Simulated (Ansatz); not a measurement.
All values below come from PBE (plane waves to 420 eV, PAW; Ansatz, a first-principles code).

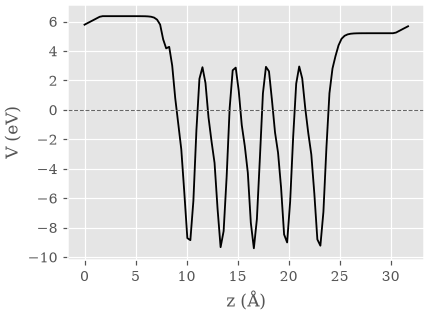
Figure. Plane-averaged electrostatic potential energy along the normal, in eV from the highest filled level, for a constructed model of the (111)B surface of zinc-blende AlP, P-terminated, 2x2 Al adatom at H3 (bottom of the slab: 3 H on 4 bottom sites)

Model: 44-atom slab, 16.0 Å thick at the start with caps and adatoms, 3x3x1 mesh, Fermi-Dirac 0.025 eV, dipole correction, 8 atoms held, the rest relaxed; held to the start's symmetry, so lower structures may exist; no spin, no spin-orbit, no U. In PBE it is, or lies within 0.01 eV a 1x1 cell of, the lowest of the 2 structures of its composition computed so far; subsurface sites and larger cells were not tried.

### Question
The surface cell has an area of 52.55 Å². What dipole along the normal does the step between the two vacuum levels imply?

### Answer
the top vacuum level lies 1.16 eV below the bottom one; p = −ε₀ A ΔV (ε₀ = 0.005526 e/(V·Å)) gives 0.34 e·Å a cell.
